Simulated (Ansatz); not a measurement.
FGeH3···NH3···H2O

The calculation's input:

```
crystal:
  periodic: [false, false, false]
  atoms:
    - { symbol: Ge, position_ang: [-0.9407, -0.1428, -1.283] }
    - { symbol: F, position_ang: [0.6964, -1.3094, -0.641] }
    - { symbol: H, position_ang: [0.0398, 0.181, -2.3653] }
    - { symbol: H, position_ang: [-2.1187, 0.8544, -1.4894] }
    - { symbol: H, position_ang: [-1.5927, -1.4721, -1.0851] }
    - { symbol: H, position_ang: [0.5682, 0.2115, 1.258] }
    - { symbol: "N", position_ang: [-0.3484, 0.9199, 0.5832] }
    - { symbol: H, position_ang: [1.1239, -1.1808, 0.4753] }
    - { symbol: O, position_ang: [1.4293, -0.6682, 1.598] }
    - { symbol: H, position_ang: [0.0181, 1.8299, 0.3339] }
    - { symbol: H, position_ang: [-1.1706, 1.0584, 1.1555] }
    - { symbol: H, position_ang: [2.2954, -0.2818, 1.4599] }
basis:
  gaussian: { orbitals: def2-SVP }
hamiltonian:
  xc: pbe
  dispersion: d4
relax:
  f_tol: 0.15
  max_steps: 25
  restrain:
    - { distance: [0, 6], at: 3.21, k: 30.0 }
    - { distance: [5, 8], at: 2.27, k: 30.0 }
    - { distance: [7, 1], at: 2.18, k: 30.0 }
    - { distance: [0, 1], at: 1.77, k: 30.0 }
    - { distance: [5, 6], at: 1.02, k: 30.0 }
    - { distance: [7, 8], at: 0.97, k: 30.0 }
output:
  orbitals: {}
```

Run with:

```sh
ansatz run input.yaml --threads 2 --pin off --max-ram 3072MiB --backend cpu --events-out ev --progress --plain --runs-dir out
```

The fields are those of the run's last geometry, not of the input's.

All numbers below come from RKS PBE-D4/def2-SVP (Ansatz 0.2.0).

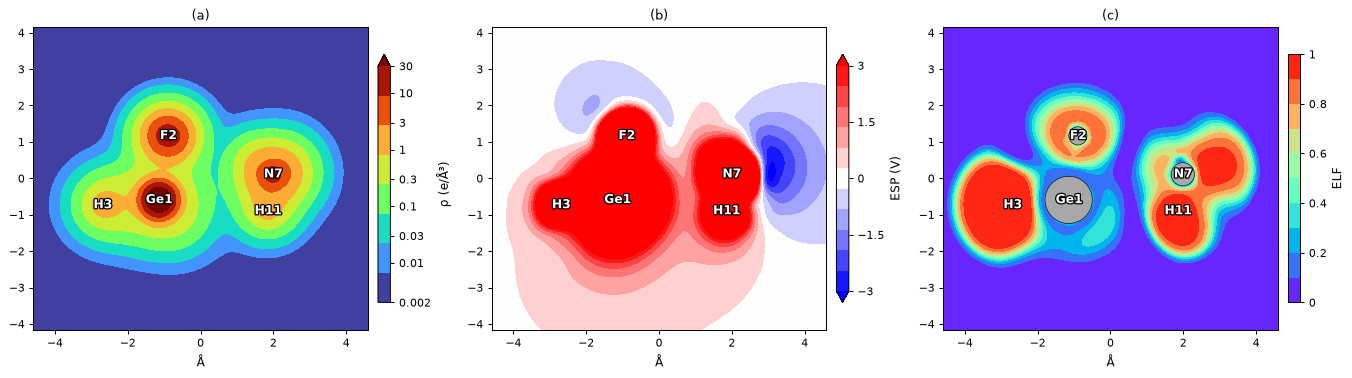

Figure 1. (a) electron density; (b) molecular electrostatic potential; (c) electron localisation function on the plane of atoms F2, Ge1 and H3. Grey discs cover the atomic cores in the ELF map.

What do the fields say about this system?

Answer. The section cuts through Ge, F, H and N sites.
Ge1···N7 (3.21 Å): the density falls to about 0.07 e/Å³ on the way; the ELF dips to about 0.05 between them.
Ge–F (1.78 Å): ρ is about 0.84 e/Å³ halfway; the ELF peaks at about 0.80 in the valence shell of F, 0.6 Å from its nucleus, and is about 0.25 at the midpoint.
N–H (1.03 Å): ρ at the midpoint is about 2.7 e/Å³; the ELF climbs to about 1 towards the hydrogen, as it does in any bond to H (a covalent bond by its length).
Ge–H (1.55 Å): ρ at the midpoint is about 1 e/Å³; the ELF climbs to about 1 towards the hydrogen.
The ELF also peaks beside N7 and F2, away from the bonds: lone-pair regions.
Outside the dense part of the complex the potential is most negative (−3.0 V) near N7.

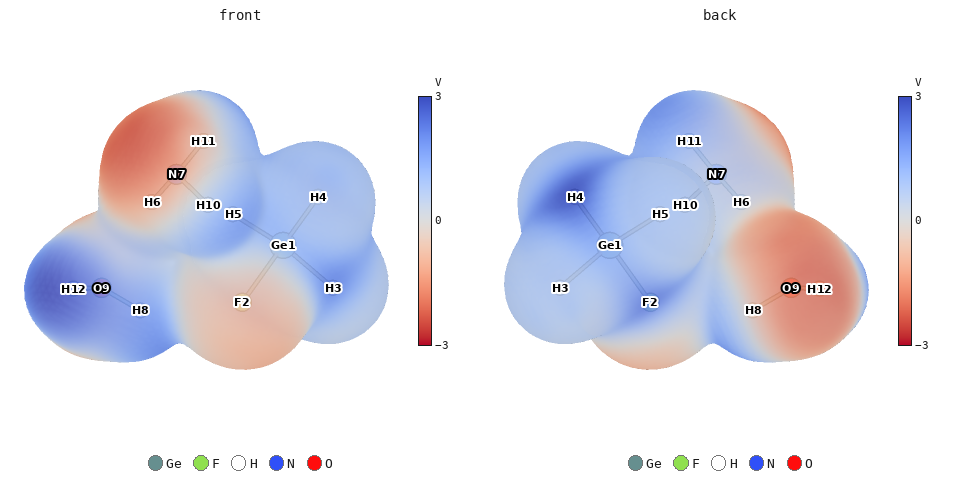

Figure 2. The molecular electrostatic potential painted on the density surface at 0.004 e/bohr³, seen from the front and from behind; the colour scale runs from red (negative) to blue (positive).

Where is the surface potential most negative and most positive?

Answer. The most negative region (about −2.2 V) lies over N7, the most positive (about +2.7 V) over Ge1 and H12. N7 is the likeliest acceptor of a hydrogen bond.

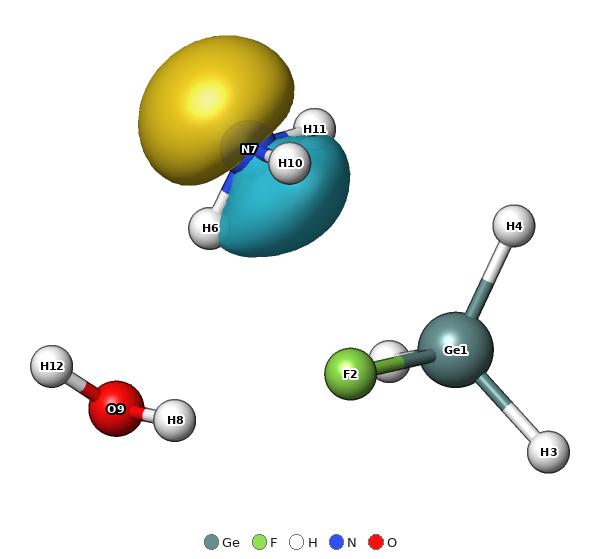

Figure 3. The HOMO at ±0.2 Å⁻³ᐟ² (yellow and cyan are the two phases), seen across its widest extent.

What is the character of this orbital?

Answer. By Hirshfeld shares it lies mainly on N7 (about 80 %); largely a lone pair of N7. Its energy is −5.57 eV.
